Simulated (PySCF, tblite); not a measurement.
# 2-chloropyridine (C5H4ClN): isotopologues and vibrational averages

Aim: rotational constants, zero-point energies and shieldings of isotopologues of 2-chloropyridine (C5H4ClN) (`Clc1ccccn1`).

Programs: PySCF 2.14.0 with density-fitted response routines of our own, and tblite 0.8.0. All values are computed, except where a source is named. Atoms count from 0 throughout.

### 1 The starting structure

11 atoms, charge 0, multiplicity 1; geometry from: force field or distance geometry start.

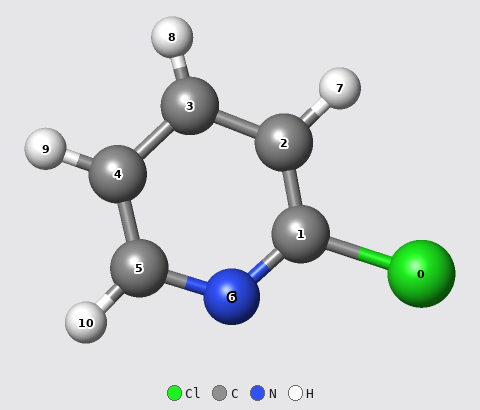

The starting geometry (chlorine green, carbon grey, nitrogen blue, hydrogen white), atoms numbered.

### 2 GFN2-xTB relaxation, lowest of a short conformer search

What the job is given:

```
{"job": {"xc": "GFN2-xTB", "basis": "xTB", "kind": "relax"}, "charge": 0, "multiplicity": 1}
Cl     3.108600    -0.847100     0.158200
C      1.337300    -0.479200     0.039000
C      0.954800     0.792500    -0.029900
C     -0.431700     1.160800    -0.147900
C     -1.360600     0.078000    -0.028500
C     -0.906800    -1.219800     0.053300
N      0.448700    -1.476400     0.114600
H      1.667700     1.650800    -0.070200
H     -0.790100     2.103900    -0.202400
H     -2.421800     0.322800    -0.094700
H     -1.584400    -2.075600     0.104600
```

Run with:

```sh
$ OMP_NUM_THREADS=1 python ens_run.py task.json out
```

This one command runs the whole study; its stages follow in the order run.

The log of the run:

```text
step      E/eV     max force
  0    -549.17718    5.471
  1    -549.50599    2.491
  2    -549.64561    1.217
  3    -549.70674    0.860
  4    -549.74784    0.690
  5    -549.76187    0.265
  6    -549.76605    0.191
  7    -549.77125    0.276
  8    -549.77384    0.171
  9    -549.77493    0.065
 10    -549.77543    0.069
 11    -549.77583    0.087
 12    -549.77607    0.050
 13    -549.77620    0.030
 14    -549.77629    0.028
 15    -549.77635    0.028
 16    -549.77638    0.016
 17    -549.77641    0.013
 18    -549.77644    0.021
 19    -549.77646    0.020
 20    -549.77647    0.009
 21    -549.77647    0.006
 22    -549.77648    0.008
 23    -549.77648    0.012
 24    -549.77649    0.010
 25    -549.77649    0.005
 26    -549.77649    0.002
```

Run time: 0.16 s. Hardware: 1 thread of Arm Neoverse V1, shared host.

Gain 0.599 eV; displacement 0.07 Å root mean square.

### 3 Tight optimisation and Hessian

What the job is given:

```
{"job": {"xc": "B3LYP", "basis": "pcSseg-1", "grid": 2, "temperatures": [250, 500], "kind": "geom"}, "charge": 0, "multiplicity": 1}
Cl     2.964232    -0.897572     0.147291
C      1.297184    -0.478384     0.065570
C      0.925743     0.856261    -0.048421
C     -0.428639     1.133465    -0.109397
C     -1.338106     0.085930    -0.054895
C     -0.844988    -1.203398     0.058291
N      0.446782    -1.480348     0.117418
H      1.670585     1.634011    -0.086937
H     -0.769511     2.154405    -0.198153
H     -2.399939     0.267687    -0.099286
H     -1.501645    -2.061374     0.104663
```

The log of the run:

```text
step   0  E = -19261.7631900 eV  max force = 0.99921
step   1  E = -19261.8011218 eV  max force = 0.12901
step   2  E = -19261.8017939 eV  max force = 0.01594
step   3  E = -19261.8018062 eV  max force = 0.00359
step   4  E = -19261.8018066 eV  max force = 0.00023
step   5  E = -19261.8018066 eV  max force = 0.00023
harmonic wavenumbers (cm-1): 176.5 312.5 421.1 421.8 496.8 628.3 741.9 750.2 782.9 902.7 985.2 1003.7 1017.2 1060.8 1103.2 1138.8 1168.0 1292.4 1309.8 1447.4 1482.2 1610.7 1612.9 3160.1 3176.8 3196.1 3209.2
```

Run time: 15 min. Hardware: 1 thread of Arm Neoverse V1, shared host; peak memory 0.64 GiB.

### 4 Displacements along the modes, parent

What the job is given:

```
{"job": {"xc": "B3LYP", "basis": "pcSseg-1", "grid": 2, "temperatures": [250, 500], "kind": "vib", "mass_numbers": [35, 12, 12, 12, 12, 12, 14, 1, 1, 1, 1]}, "charge": 0, "multiplicity": 1}
Cl     3.013687    -0.883850     0.147068
C      1.296559    -0.486621     0.065957
C      0.928023     0.855469    -0.048235
C     -0.431020     1.137232    -0.109664
C     -1.346717     0.086314    -0.055468
C     -0.855276    -1.209345     0.058676
N      0.452586    -1.495379     0.118964
H      1.679348     1.636490    -0.086367
H     -0.769797     2.166221    -0.198782
H     -2.416499     0.267089    -0.100650
H     -1.529196    -2.062936     0.104646
```

The log of the run:

```text
mode    cm-1    km/mol   phi_rrr   E(+)/cm-1  E(-)/cm-1
  1    176.45     0.76       0.3      31.93      32.09
  2    312.50     0.69       4.0      56.54      56.03
  3    421.13     9.11     -52.7      73.91      77.78
  4    421.75     4.68       0.9      76.13      76.04
  5    496.80     4.33      -0.1      89.58      89.58
  6    628.29     2.57      -0.7     113.10     113.16
  7    741.87    37.23     -33.1     132.41     134.76
  8    750.15     2.24      -0.1     135.07     135.10
  9    782.92    61.03       0.3     142.10     142.12
 10    902.66     0.17       0.2     164.09     163.87
 11    985.20     0.21      -0.5     178.45     178.51
 12   1003.67     7.60      48.5     182.41     178.93
 13   1017.16     0.04       0.6     184.00     183.96
 14   1060.79    10.08     -92.8     187.71     194.37
 15   1103.18    25.58     -18.2     198.09     199.41
 16   1138.85    86.46       1.5     205.08     205.05
 17   1168.03     2.41       6.7     210.96     210.44
 18   1292.35     2.54      15.5     233.71     232.59
 19   1309.84     1.71      40.3     237.35     234.69
 20   1447.43    64.95       3.2     260.76     260.67
 21   1482.20    57.79      15.2     267.69     266.37
 22   1610.67    47.03    -119.1     285.76     294.40
 23   1612.91    58.19      66.3     292.85     288.08
 24   3160.07     9.53    1700.6     634.63     512.57
 25   3176.77     4.56   -1333.2     527.75     623.46
 26   3196.12     6.40    1483.3     632.24     525.74
 27   3209.23     0.21    1753.4     645.31     519.43
```

Wall time 16 min (1 thread of Arm Neoverse V1, shared host); peak memory 0.72 GiB.

### 5 Displacements along the modes, 2H at atom 7

The job, as its differences from that of step 4:

```diff
@@ -1,2 +1,2 @@
-{"job": {"xc": "B3LYP", "basis": "pcSseg-1", "grid": 2, "temperatures": [250, 500], "kind": "vib", "mass_numbers": [35, 12, 12, 12, 12, 12, 14, 1, 1, 1, 1]}, "charge": 0, "multiplicity": 1}
+{"job": {"xc": "B3LYP", "basis": "pcSseg-1", "grid": 2, "temperatures": [250, 500], "kind": "vib", "mass_numbers": [35, 12, 12, 12, 12, 12, 14, 2, 1, 1, 1]}, "charge": 0, "multiplicity": 1}
 Cl     3.013687    -0.883850     0.147068
```

The log of the run:

```text
mode    cm-1    km/mol   phi_rrr   E(+)/cm-1  E(-)/cm-1
  1    173.32     0.72      -0.2      31.51      31.36
  2    306.64     0.63       5.0      55.52      54.94
  3    404.85     6.73      -0.3      73.07      73.06
  4    419.57     8.80     -52.0      73.65      77.47
  5    488.68     3.84      -0.2      88.14      88.15
  6    624.61     2.32      -1.0     112.42     112.51
  7    662.46     9.60       0.1     120.05     119.98
  8    737.81    37.46      34.6     134.09     131.63
  9    769.32    23.33      -0.2     138.54     138.57
 10    834.62    19.10      -0.1     151.68     151.84
 11    858.56     5.69      -2.8     154.92     155.13
 12    975.49     0.10      -0.8     176.91     177.06
 13    992.10     4.29      46.3     180.25     176.92
 14   1007.33     0.27       0.2     182.20     182.17
 15   1074.91    23.61     -83.1     190.58     196.54
 16   1131.15    43.31       8.7     204.20     203.64
 17   1143.53    40.04      30.7     207.20     205.05
 18   1266.07     6.26     -88.5     224.92     231.13
 19   1296.47     3.99      93.4     237.09     230.51
 20   1428.14   116.35      10.9     257.59     256.79
 21   1463.17    19.12     -16.9     262.85     264.36
 22   1603.78    43.77    -141.3     283.74     293.97
 23   1606.13    54.32     -44.9     287.64     290.86
 24   2373.81     0.04   -1208.8     386.79     473.64
 25   3160.12     9.56    1713.1     635.13     512.17
 26   3178.07     4.71   -1361.9     527.11     624.88
 27   3196.74     6.27    1527.3     633.90     524.22
```

Wall time 16 min (1 thread of Arm Neoverse V1, shared host); peak memory 0.73 GiB.

### 6 Vibrational averages by isotopologue

What the job is given:

```
{"job": {"xc": "B3LYP", "basis": "pcSseg-1", "grid": 2, "temperatures": [250, 500], "kind": "iso"}, "charge": 0, "multiplicity": 1}
Cl     3.013687    -0.883850     0.147068
C      1.296559    -0.486621     0.065957
C      0.928023     0.855469    -0.048235
C     -0.431020     1.137232    -0.109664
C     -1.346717     0.086314    -0.055468
C     -0.855276    -1.209345     0.058676
N      0.452586    -1.495379     0.118964
H      1.679348     1.636490    -0.086367
H     -0.769797     2.166221    -0.198782
H     -2.416499     0.267089    -0.100650
H     -1.529196    -2.062936     0.104646
```

The log of the run:

```text
parent
  Be/MHz 5898.269 1616.54 1268.8
  B0/MHz 5856.629 1607.789 1261.312
  ZPE/cm-1 17304.5
  <sigma>(0 K)/ppm 577.138 9.143 45.307 31.870 48.238 19.291 -103.554 23.941 23.587 24.121 22.664
2H at atom 7
  Be/MHz 5593.98 1616.165 1253.899
  B0/MHz 5555.191 1607.432 1246.531
  ZPE/cm-1 16588.7
  <sigma>(0 K)/ppm 577.822 9.216 45.682 32.017 48.255 19.278 -103.577 24.025 23.586 24.120 22.662
```

Run time: 48 min. Hardware: 1 thread of Arm Neoverse V1, shared host; peak memory 0.73 GiB. This counts the whole study up to here.

Rotational constants (MHz) at equilibrium and in the ground state:

| isotopologue | Be | B0 | zero-point change (cm⁻¹) |
| --- | --- | --- | --- |
| parent | 5898.3, 1616.5, 1268.8 | 5856.6, 1607.8, 1261.3 | 0.0 |
| 2H at atom 7 | 5594.0, 1616.2, 1253.9 | 5555.2, 1607.4, 1246.5 | -715.8 |

Shieldings of the first species (ppm): at equilibrium, the vibrational parts at 0 K, and the averages:

```
atom  equilibrium  anharmonic  harmonic      0 K    250 K    500 K
 Cl0       593.48       -5.15    -11.19   577.14   574.27   567.07
  C1        11.71       -1.37     -1.20     9.14     8.95     8.32
  C2        49.14       -1.21     -2.63    45.31    45.24    44.84
  C3        35.85       -1.21     -2.78    31.87    31.81    31.42
  C4        52.67       -1.27     -3.16    48.24    48.21    47.84
  C5        22.97       -1.25     -2.43    19.29    19.26    18.93
  N6       -95.98       -2.77     -4.81  -103.55  -103.67  -104.64
  H7        24.32       -0.10     -0.28    23.94    23.94    23.92
  H8        23.96       -0.11     -0.27    23.59    23.59    23.57
  H9        24.51       -0.10     -0.29    24.12    24.12    24.10
 H10        23.08       -0.12     -0.29    22.66    22.66    22.65
```

Isotope effects on the shieldings at 0 K (ppb; positive means more shielded):

| atom | 2H at atom 7 |
| --- | --- |
| Cl0 | 684 |
| C1 | 73 |
| C2 | 375 |
| C3 | 147 |
| C4 | 17 |
| C5 | -13 |
| N6 | -23 |
| H7 | 84 |
| H8 | 0 |
| H9 | -1 |
| H10 | -2 |

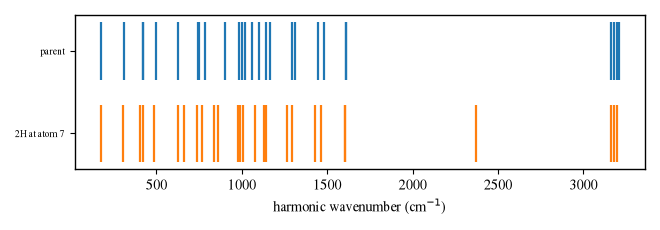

Harmonic wavenumbers of each isotopologue.

### 7 Results

| quantity | value |
| --- | --- |
| point group | Cs |
| B0 of the first species | 5856.6, 1607.8, 1261.3 MHz |
| zero-point energy | 17304 cm⁻¹ |
| zero-point change of σ(Cl0) | -16.34 ppm |

What this shows: Zero-point motion changes the shielding of Cl0 most, by -16.34 ppm. The largest secondary isotope effect is 684 ppb on Cl0, 3 bonds from the change (2H at atom 7). The job flags a low mode; perturbation theory is less sure for low modes.
